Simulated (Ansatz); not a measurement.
```yaml
atoms:
  - { symbol: O, position_ang: [-1.4537, -0.2466, -0.4507] }
  - { symbol: Sb, position_ang: [0.4276, 0.2365, -0.7271] }
  - { symbol: O, position_ang: [1.0706, 0.0074, 1.1122] }
  - { symbol: H, position_ang: [-1.6418, -1.1316, -0.7731] }
  - { symbol: H, position_ang: [0.0729, 1.8792, -0.4212] }
  - { symbol: H, position_ang: [1.5666, -0.8088, 1.2136] }
```

Geometry: PBE0-D4/def2-TZVP; core potentials replace the inner electrons of Sb.

The calculation used Ansatz 0.2.0, RKS PBE0-D4/def2-TZVPP.

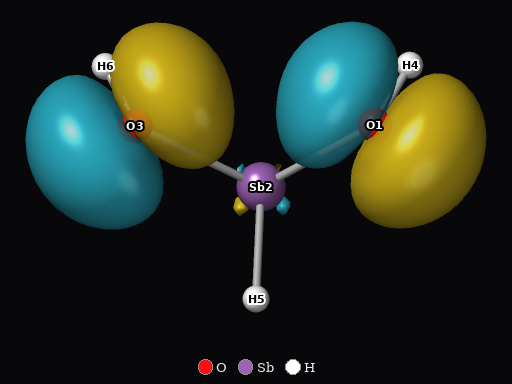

H₃O₂Sb. The HOMO−1 at ±0.1 Å⁻³ᐟ² (yellow and cyan are the two phases), seen across its widest extent.

**What is the character of this orbital?**

It lies mainly on O1 (about 45 %) and O3 (about 45 %); largely a combination of lone pairs on O1 and O3. Its energy is −8.70 eV.
